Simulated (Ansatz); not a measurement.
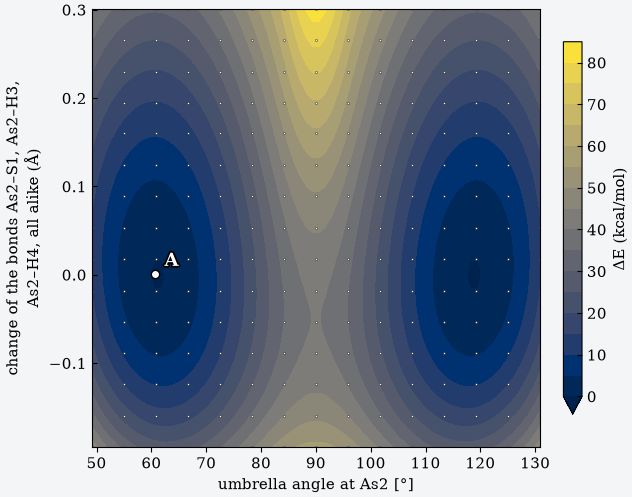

AsH₂S, SMILES [S-][AsH2], charge −1. First axis: umbrella angle at As2 (between each of its bonds and their common axis; 90 is planar). Second axis: change of the bonds As2–S1, As2–H3, As2–H4, all alike. Nothing is relaxed (all other coordinates rigid). Grid: 15 × 15 points; 120 points were computed and 105 follow by symmetry. Points are written as (first, second). Energies: kcal/mol, counted from the lowest grid point. Computed with RKS B3LYP-D4/def2-TZVPD in Ansatz.

The picture shows filled contours, dots at the grid points, the point A. Between grid points the surface is interpolated.

Find the lowest pass out of the well at A.

Answer. The easiest path leads from the well at about (61°, 0.00 Å) to a well of about the same depth at about (119°, 0.00 Å). Its highest point lies about 40 kcal/mol above the bottom of the first well on the interpolated surface, at (90.0°, −0.053 Å). The start is the relaxed structure and all else is held, so a fully relaxed path at this level can only be lower.

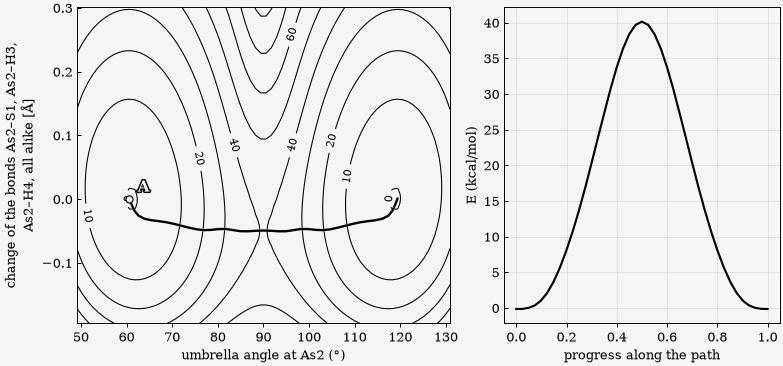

Drawn: contour lines labelled in kcal/mol, a line along the lowest path, the energy along the path at the right. Between grid points the surface is interpolated.
